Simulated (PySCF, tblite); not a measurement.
**Si₅NH₁₃: geometry, infrared bands and NMR shifts**

Wanted: the infrared bands and NMR shifts of Si₅NH₁₃ (`N[SiH2][Si@@H]([SiH3])[SiH2][SiH3]`), by calculation.

Programs: tblite 0.8.0 and PySCF 2.14.0, with density-fitted response routines of our own. Each step states its level of theory. These are calculated values for one molecule in the gas phase, unless marked as measured. Atoms are numbered from 0 throughout.

### 1 The starting structure

19 atoms, charge 0, multiplicity 1; geometry from: force field or distance geometry start.

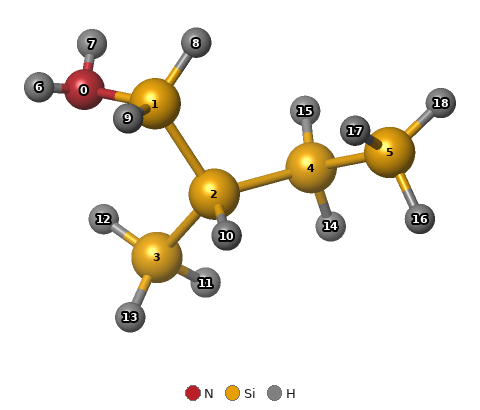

As it starts; nitrogen red, silicon amber, hydrogen grey, atoms numbered.

### 2 Relaxing the molecule with GFN2-xTB

What the job is given:

```
{"job": {"kind": "relax", "xc": "GFN2-xTB", "basis": "xTB"}, "charge": 0, "multiplicity": 1}
N     -2.309200     2.118400    -0.421500
Si    -0.825400     1.787300     0.493300
Si    -0.308600    -0.384200     0.495700
Si    -2.019900    -1.643100    -0.234300
Si     1.418300    -0.862000    -0.817800
Si     3.301400    -0.553300     0.310700
H     -3.021800     2.630300     0.163500
H     -2.049000     2.701400    -1.237400
H      0.266800     2.635200     0.019200
H     -1.106000     2.161200     1.901200
H     -0.018200    -0.776600     1.885600
H     -1.456900    -2.731700    -1.063700
H     -2.966200    -0.858500    -1.003500
H     -2.663600    -2.289800     0.917300
H      1.312500    -2.292300    -1.142600
H      1.384300    -0.141700    -2.084300
H      3.597600    -1.815700     1.014500
H      3.034300     0.461200     1.328000
H      4.419600    -0.136700    -0.531500
```

Command:

```bash
$ OMP_NUM_THREADS=1 python probes_run.py task.json out
```

One launch serves the whole session: the jobs run in the order shown.

Log:

```text
step      E/eV     max force
  0    -493.41982    1.659
  1    -493.56960    0.832
  2    -493.65459    0.462
  3    -493.69403    0.625
  4    -493.77890    0.595
  5    -493.82411    0.446
  6    -493.86334    0.384
  7    -493.89843    0.494
  8    -493.92847    0.480
  9    -493.95181    0.426
 10    -493.97039    0.410
 11    -493.98236    0.310
 12    -493.98884    0.205
 13    -493.99301    0.129
 14    -493.99661    0.143
 15    -494.00045    0.215
 16    -494.00508    0.219
 17    -494.00984    0.185
 18    -494.01364    0.162
 19    -494.01651    0.153
 20    -494.01891    0.124
 21    -494.02095    0.143
 22    -494.02272    0.111
 23    -494.02453    0.156
 24    -494.02666    0.156
 25    -494.02906    0.126
 26    -494.03119    0.113
 27    -494.03268    0.090
 28    -494.03394    0.109
 29    -494.03561    0.120
 30    -494.03785    0.127
 31    -494.04026    0.127
 32    -494.04212    0.118
 33    -494.04333    0.082
 34    -494.04418    0.073
 35    -494.04491    0.063
 36    -494.04571    0.085
 37    -494.04668    0.104
 38    -494.04790    0.105
 39    -494.04918    0.089
 40    -494.05011    0.057
 41    -494.05065    0.046
 42    -494.05107    0.046
 43    -494.05163    0.061
 44    -494.05255    0.079
 45    -494.05384    0.095
 46    -494.05527    0.085
 47    -494.05662    0.108
 48    -494.05789    0.095
 49    -494.05939    0.125
 50    -494.06144    0.162
 51    -494.06410    0.160
 52    -494.06595    0.183
 53    -494.06562    0.304
 54    -494.06987    0.158
 55    -494.07213    0.107
 56    -494.07485    0.126
 57    -494.07765    0.085
 58    -494.07933    0.074
 59    -494.08041    0.082
 60    -494.08134    0.219
 61    -494.08309    0.161
 62    -494.08758    0.290
 63    -494.09164    0.286
 64    -494.09376    0.144
 65    -494.09476    0.073
 66    -494.09558    0.086
 67    -494.09738    0.109
 68    -494.09960    0.110
 69    -494.10175    0.082
 70    -494.10288    0.060
 71    -494.10334    0.071
 72    -494.10345    0.088
 73    -494.10396    0.061
 74    -494.10445    0.075
 75    -494.10508    0.116
 76    -494.10560    0.110
 77    -494.10597    0.087
 78    -494.10624    0.061
 79    -494.10646    0.036
 80    -494.10659    0.026
 81    -494.10668    0.027
 82    -494.10674    0.026
 83    -494.10681    0.034
 84    -494.10691    0.038
 85    -494.10706    0.034
 86    -494.10723    0.025
 87    -494.10735    0.016
 88    -494.10740    0.015
 89    -494.10744    0.015
 90    -494.10750    0.021
 91    -494.10760    0.022
 92    -494.10775    0.029
 93    -494.10791    0.026
 94    -494.10801    0.024
 95    -494.10807    0.023
 96    -494.10815    0.026
 97    -494.10831    0.043
 98    -494.10858    0.055
 99    -494.10887    0.045
100    -494.10905    0.021
101    -494.10913    0.017
102    -494.10919    0.021
103    -494.10929    0.036
104    -494.10943    0.042
105    -494.10955    0.032
106    -494.10962    0.016
107    -494.10965    0.013
108    -494.10968    0.014
109    -494.10975    0.028
110    -494.10985    0.036
111    -494.10996    0.030
112    -494.11002    0.015
113    -494.11005    0.012
114    -494.11008    0.013
115    -494.11013    0.024
116    -494.11022    0.033
117    -494.11032    0.032
118    -494.11040    0.020
119    -494.11046    0.024
120    -494.11053    0.025
121    -494.11064    0.031
122    -494.11083    0.040
123    -494.11109    0.043
124    -494.11138    0.037
125    -494.11167    0.037
126    -494.11199    0.052
127    -494.11230    0.062
128    -494.11256    0.049
129    -494.11285    0.043
130    -494.11326    0.043
131    -494.11413    0.082
132    -494.11486    0.111
133    -494.11581    0.120
134    -494.11650    0.122
135    -494.11726    0.094
136    -494.11800    0.064
137    -494.11893    0.115
138    -494.11960    0.093
139    -494.12059    0.088
140    -494.12069    0.161
141    -494.12235    0.064
142    -494.12302    0.051
143    -494.12341    0.132
144    -494.12400    0.076
145    -494.12437    0.068
146    -494.12558    0.077
147    -494.12628    0.104
148    -494.12731    0.087
149    -494.12816    0.107
150    -494.12893    0.096
151    -494.12907    0.094
152    -494.12987    0.050
153    -494.13018    0.073
154    -494.13069    0.042
155    -494.13103    0.049
156    -494.13137    0.050
157    -494.13156    0.032
158    -494.13170    0.033
159    -494.13183    0.029
160    -494.13194    0.031
161    -494.13205    0.027
162    -494.13215    0.025
163    -494.13225    0.028
164    -494.13234    0.021
165    -494.13243    0.020
166    -494.13252    0.023
167    -494.13265    0.026
168    -494.13282    0.035
169    -494.13304    0.036
170    -494.13322    0.034
171    -494.13334    0.030
172    -494.13341    0.019
173    -494.13343    0.032
174    -494.13349    0.018
175    -494.13352    0.015
176    -494.13359    0.020
177    -494.13365    0.022
178    -494.13373    0.027
179    -494.13378    0.017
180    -494.13383    0.013
181    -494.13388    0.018
182    -494.13392    0.017
183    -494.13395    0.013
184    -494.13398    0.009
```

Wall time 2.1 s (1 thread of Arm Neoverse V1, shared host); peak memory 0.18 GiB.

The steps of the relaxation: (not every step is listed)

```tsv
step	energy from step 0 (eV)	largest force (eV/Å)
0	0.0000	1.6593
1	-0.1498	0.8320
2	-0.2348	0.4618
3	-0.2742	0.6252
4	-0.3591	0.5948
5	-0.4043	0.4459
6	-0.4435	0.3840
7	-0.4786	0.4941
8	-0.5086	0.4799
25	-0.6092	0.1261
42	-0.6312	0.0460
59	-0.6606	0.0816
76	-0.6858	0.1104
93	-0.6881	0.0256
110	-0.6900	0.0356
127	-0.6925	0.0623
144	-0.7042	0.0756
161	-0.7122	0.0269
178	-0.7139	0.0270
179	-0.7140	0.0175
180	-0.7140	0.0130
181	-0.7141	0.0175
182	-0.7141	0.0171
183	-0.7141	0.0134
184	-0.7142	0.0087
```

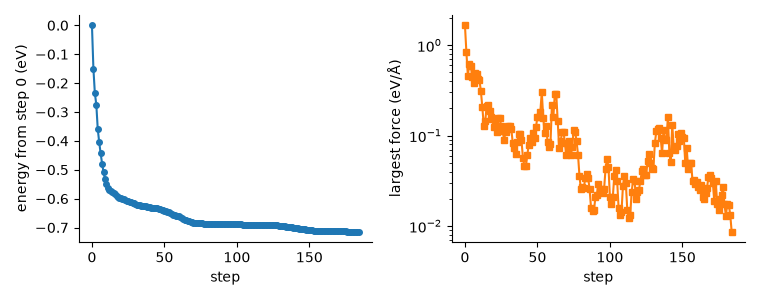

Energy and force, step by step.

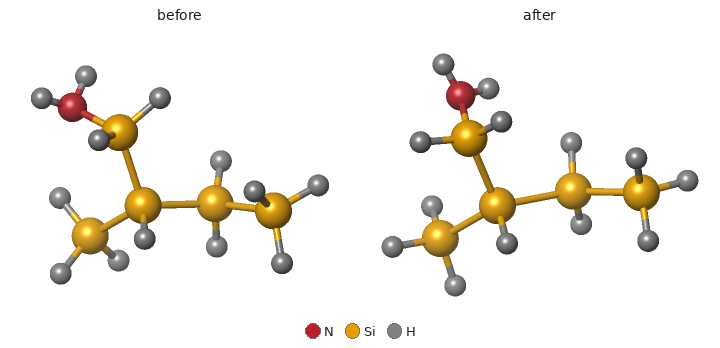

The geometry before (left) and after (right).

Distances of close pairs at the start and the end, largest changes first:

```tsv
bond	before (Å)	after (Å)	change (Å)
Si2–Si4	2.222	2.341	+0.119
Si4–Si5	2.217	2.313	+0.096
Si1–Si2	2.232	2.320	+0.088
Si2–Si3	2.246	2.327	+0.081
N0–H6	1.055	1.007	-0.048
N0–Si1	1.774	1.727	-0.047
N0–H7	1.036	1.007	-0.029
Si4–H15	1.457	1.479	+0.022
```

The end geometry stands in the next job.

### 3 Vibrational analysis with GFN2-xTB

What the job is given:

```
{"job": {"kind": "ir", "xc": "GFN2-xTB", "basis": "xTB"}, "charge": 0, "multiplicity": 1}
N     -1.571279     2.249575    -0.519691
Si    -1.074981     1.650462     1.022704
Si    -0.510065    -0.552260     0.563914
Si    -2.327527    -1.852359    -0.086883
Si     1.329034    -0.703748    -0.876360
Si     3.432754    -0.330164     0.008752
H     -2.006098     3.156327    -0.570864
H     -0.954284     2.135217    -1.307440
H      0.006087     2.440070     1.647785
H     -2.256023     1.877208     1.861601
H     -0.026516    -1.120840     1.849859
H     -2.013977    -3.283395    -0.157926
H     -2.795353    -1.473044    -1.422517
H     -3.484586    -1.738697     0.806261
H      1.324790    -1.999319    -1.580077
H      1.114804     0.253911    -1.983015
H      3.762276    -1.319807     1.038247
H      3.505299     0.984512     0.655040
H      4.535843    -0.364400    -0.956850
```

Log:

```text
mode    cm-1     km/mol
  1       8.5      0.15
  2      26.5      0.50
  3      28.3      0.00
  4      44.7      0.01
  5      59.3      0.96
  6      78.7      1.71
  7      87.5      2.33
  8     112.4      1.08
  9     190.6      2.82
 10     222.0     24.16
 11     319.9     16.34
 12     333.0      0.57
 13     387.9      7.43
 14     393.8      3.43
 15     412.7     62.94
 16     428.3     16.73
 17     439.8      5.37
 18     457.4      1.93
 19     485.8      6.65
 20     497.2      2.68
 21     535.6     39.99
 22     562.4    265.22
 23     572.0    634.26
 24     588.7     47.35
 25     607.2    353.47
 26     655.9    154.12
 27     682.4    297.79
 28     773.5   1006.35
 29     785.9    217.62
 30     815.5     93.06
 31     817.3     83.91
 32     825.6     11.96
 33     828.5    164.01
 34     831.9     73.43
 35     840.9    545.05
 36     849.4     70.36
 37     883.2    152.84
 38    1545.0     51.29
 39    2012.6    252.37
 40    2090.8    318.52
 41    2104.4    322.97
 42    2131.7    215.17
 43    2210.6     41.31
 44    2218.0    129.83
 45    2219.1    644.59
 46    2223.6    217.30
 47    2224.7    624.41
 48    2231.6     76.79
 49    2234.6    402.55
 50    3475.8      0.56
 51    3505.9      7.39
```

It took 1.1 s on 1 thread of Arm Neoverse V1, shared host; peak memory 0.18 GiB.

The strongest bands and the atoms that carry them (share of the mass-weighted mode):

```tsv
cm⁻¹	km/mol	atoms
572	634.3	H14 58 %, H10 27 %
607	353.5	H10 71 %
774	1006.4	H12 25 %, H13 24 %, H11 22 %
841	545.0	H8 22 %, H9 18 %, H6 13 %
2104	323.0	H8 94 %
2219	644.6	H18 40 %, H17 36 %, H11 16 %
2225	624.4	H13 58 %, H9 10 %
2235	402.6	H12 71 %, H16 20 %
```

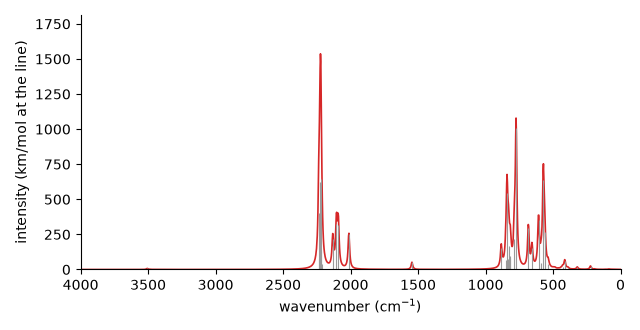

The infrared spectrum from these modes, unscaled. Lines are broadened to a width of 14 cm⁻¹ (Lorentzian).

### 4 NMR shieldings: PBE0/pcSseg-1

The job, as its differences from that of step 3:

```diff
@@ -1,2 +1,2 @@
-{"job": {"kind": "ir", "xc": "GFN2-xTB", "basis": "xTB"}, "charge": 0, "multiplicity": 1}
+{"job": {"kind": "nmr", "xc": "PBE0", "basis": "pcSseg-1"}, "charge": 0, "multiplicity": 1}
 N     -1.571279     2.249575    -0.519691
```

With the program's defaults for keys left out, this is: GIAO PBE0/pcSseg-1 NMR shielding, non-relativistic, gas phase.

Log:

```text
coarse grid: 17248 points
cycle   1  E = -1509.2349105835  dE = -9.984e-02  |g| = 4.266e-01  |ddm| = 3.809e+00
cycle   2  E = -1509.2033787205  dE =  3.153e-02  |g| = 5.708e-01  |ddm| = 9.902e-01
cycle   3  E = -1509.2742601261  dE = -7.088e-02  |g| = 4.877e-02  |ddm| = 6.604e-01
cycle   4  E = -1509.2748037174  dE = -5.436e-04  |g| = 9.823e-03  |ddm| = 7.168e-02
cycle   5  E = -1509.2748296135  dE = -2.590e-05  |g| = 3.982e-03  |ddm| = 2.190e-02
cycle   6  E = -1509.2748356441  dE = -6.031e-06  |g| = 5.486e-04  |ddm| = 7.406e-03
final grid: 140464 points
cycle   7  E = -1509.3022705570  dE = -1.627e-05  |g| = 5.709e-03  |ddm| = 1.726e-02
cycle   8  E = -1509.3022640605  dE =  6.497e-06  |g| = 7.858e-03  |ddm| = 1.222e-02
cycle   9  E = -1509.3022768476  dE = -1.279e-05  |g| = 4.511e-04  |ddm| = 7.324e-03
cycle  10  E = -1509.3022768805  dE = -3.286e-08  |g| = 7.477e-05  |ddm| = 5.645e-04
cycle  11  E = -1509.3022768821  dE = -1.614e-09  |g| = 2.217e-05  |ddm| = 1.633e-04
cycle  12  E = -1509.3022768823  dE = -1.883e-10  |g| = 5.240e-06  |ddm| = 4.508e-05
converged SCF energy = -1509.3022768823

GIAO shielding tensors (ppm)
atom      isotropic    diamagn.    paramagn.     s11        s22        s33       span
  0 N      264.786     318.216     -53.430    230.330    257.439    306.588     76.258
  1 Si     394.855     879.877    -485.022    350.304    371.340    462.920    112.616
  2 Si     494.333     883.493    -389.160    488.126    491.487    503.386     15.261
  3 Si     457.822     880.004    -422.181    434.936    458.734    479.797     44.861
  4 Si     477.530     882.154    -404.624    458.717    478.264    495.609     36.892
  5 Si     463.012     880.036    -417.024    443.042    465.492    480.500     37.459
  6 H       31.710      29.154       2.557     23.320     26.859     44.952     21.632
  7 H       31.997      33.980      -1.983     23.482     30.746     41.764     18.283
  8 H       26.354      29.909      -3.555     22.863     24.360     31.839      8.977
  9 H       26.661      29.459      -2.798     23.896     24.604     31.483      7.587
 10 H       28.626      31.363      -2.737     24.521     26.655     34.701     10.181
 11 H       28.052      29.045      -0.993     24.108     25.997     34.050      9.943
 12 H       28.023      29.146      -1.123     24.478     26.294     33.297      8.819
 13 H       27.968      28.810      -0.842     23.997     25.699     34.208     10.211
 14 H       28.188      30.344      -2.156     23.522     26.795     34.248     10.726
 15 H       28.298      31.181      -2.883     24.296     27.134     33.465      9.169
 16 H       28.201      29.053      -0.852     24.468     26.322     33.813      9.345
 17 H       28.180      29.419      -1.240     24.263     26.910     33.366      9.103
 18 H       28.046      28.421      -0.375     24.383     25.315     34.441     10.057
```

Wall time 52 s (1 thread of Arm Neoverse V1, shared host); peak memory 0.89 GiB.

Shifts follow as δ = σ(reference) − σ, with reference shieldings (ppm) from runs at the same level and on the same kind of geometry: 1H TMS 31.72, 29Si TMS 349.2, 15N NH3 267.7. The references are single molecules in the gas phase, so shifts against H2O, NH3, PH3, H3PO4 or CFCl3 are not on the usual liquid scales and can be off by tens of ppm. Atoms listed in one row are averaged.

```tsv
atoms	environment	σ (ppm)	δ (ppm)
H8	hydrogen on a silicon bonded to N, Si	26.35	5.36
H9	hydrogen on a silicon bonded to N, Si	26.66	5.06
H11, H12, H13	hydrogen on a silicon bonded to Si	28.01	3.70
H16, H17, H18	hydrogen on a silicon bonded to Si	28.14	3.57
H14	hydrogen on a silicon bonded to 2 Si	28.19	3.53
H15	hydrogen on a silicon bonded to 2 Si	28.30	3.42
H10	hydrogen on a silicon bonded to 3 Si	28.63	3.09
H6, H7	hydrogen on a nitrogen bonded to Si	31.85	-0.14
N0	nitrogen bonded to Si, 2 H	264.8	2.9
Si1	silicon bonded to N, Si, 2 H	394.9	-45.7
Si3	silicon bonded to Si, 3 H	457.8	-108.7
Si5	silicon bonded to Si, 3 H	463.0	-113.9
Si4	silicon bonded to 2 Si, 2 H	477.5	-128.4
Si2	silicon bonded to 3 Si, H	494.3	-145.2
```

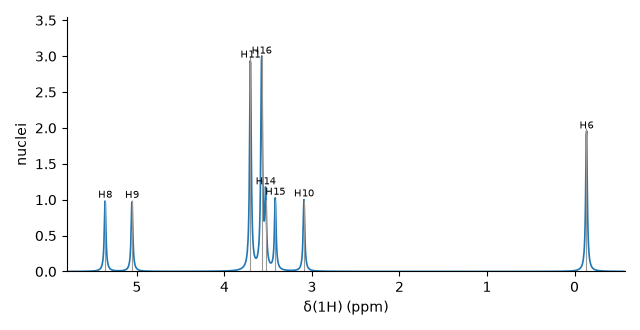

1H lines at the computed shifts, without couplings. Lines are broadened to a width of 0.02 ppm (Lorentzian).

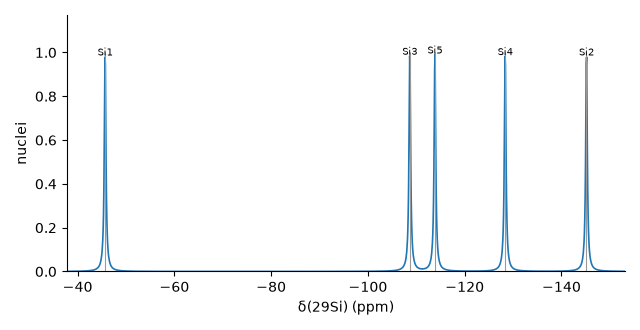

29Si lines at the computed shifts, without couplings. Lines are broadened to a width of 0.40 ppm (Lorentzian).

The run also stored atomic charges by several schemes (e):

```tsv
atoms	Mulliken	IAO	Hirshfeld	ESP fit
N0	-0.63	-0.84	-0.32	-0.97
Si1	0.57	0.65	0.28	0.52
Si2	-0.34	-0.02	0.08	-0.07
Si3	0.29	0.32	0.22	0.28
Si4	0.02	0.15	0.15	0.23
Si5	0.24	0.31	0.22	0.15
```

Mulliken charges:

N0 -0.63; Si1 0.57; Si2 -0.34; Si3 0.29; Si4 0.02; Si5 0.24; H6 0.19; H7 0.20; H8 -0.10; H9 -0.08; H10 0.02; H11 -0.06; H12 -0.05; H13 -0.05; H14 -0.01; H15 -0.04; H16 -0.06; H17 -0.06; H18 -0.05

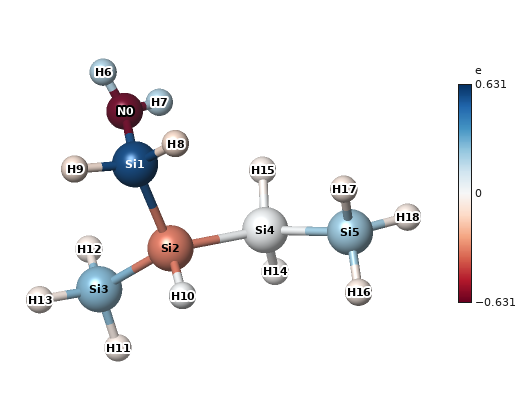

Mulliken charges, as colours on the atoms.

Mayer bond orders: N0–Si1 1.02, Si1–Si2 0.87, Si2–Si3 0.89, Si2–Si4 0.87, Si4–Si5 0.91.

Orbitals, density, ELF and potential are computed afterwards from the orbital file.

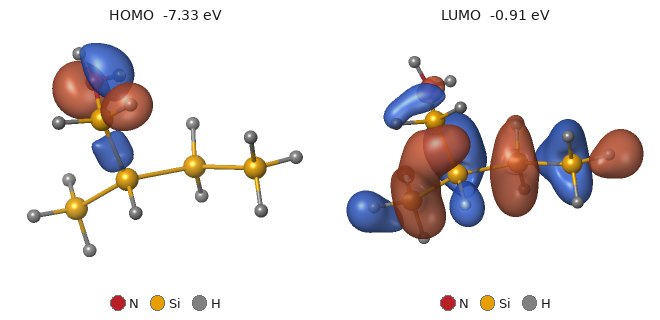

PBE0/pcSseg-1 orbitals near the gap, drawn at the value that encloses 70 % of each; the two colours are the two signs.

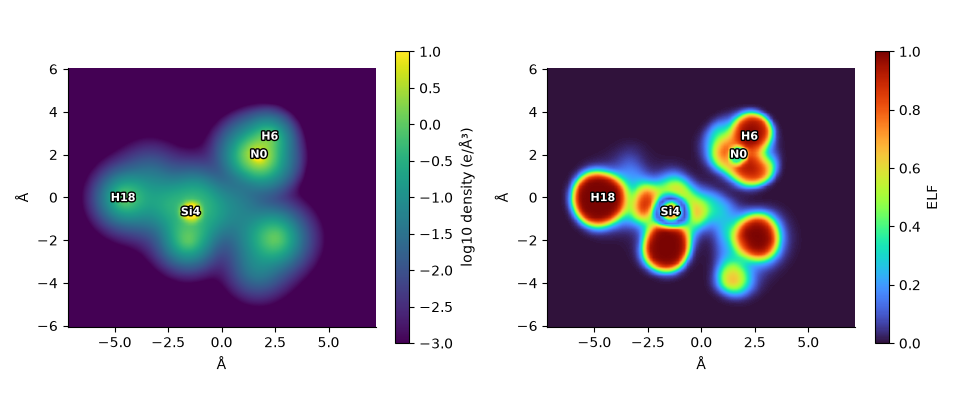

Density (left) and ELF (right) in a plane through or near 4 of the atoms.

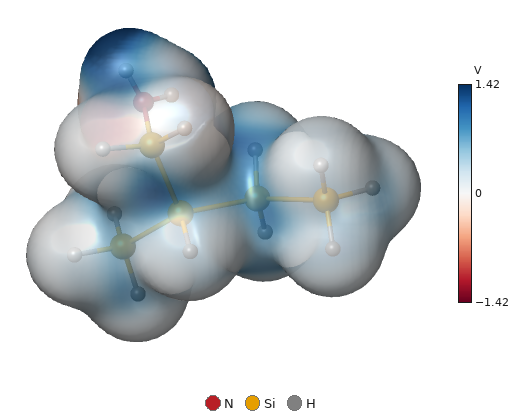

The potential that a unit positive charge feels on the 0.002 e/bohr³ surface, from -1.07 V near N0 to 1.42 V near H6.

### 5 Summary of results

| quantity | value |
| --- | --- |
| strongest single infrared mode (GFN2-xTB) | 774 cm⁻¹, 1006 km/mol |
| zero-point energy (GFN2-xTB) | 71.3 kcal/mol |
| 1H shifts against TMS (PBE0/pcSseg-1, means over atoms taken as alike) | 5.36, 5.06, 3.70, 3.57, 3.53, 3.42, 3.09, -0.14 ppm |
| 15N shifts against NH3 (PBE0/pcSseg-1) | 2.9 ppm |
| 29Si shifts against TMS (PBE0/pcSseg-1) | -45.7, -108.7, -113.9, -128.4, -145.2 ppm |
| surface potential, least and greatest | -1.07 V and 1.42 V |

**Reading.** Over 184 steps the energy fell by 0.714 eV; of the close pairs, Si2–Si4 changed most, 2.222 to 2.341 Å. All 51 modes are real, so the xTB geometry is a minimum. The strongest single mode, at 774 cm⁻¹, has its largest shares on H12, H13 and H11 (the list is cut at 3 atoms). Unscaled tight-binding wavenumbers are off by several per cent, some by more. Its intensities can rank the bands wrongly. At PBE0/pcSseg-1: Shielding is most anisotropic at Si1 (span 113 ppm, paramagnetic term -485 ppm). By nearest atom (PBE0/pcSseg-1), the HOMO sits on N0 54 %; H8 16 % and the LUMO on Si2, Si4 about 18 % each; Si5 9 %.
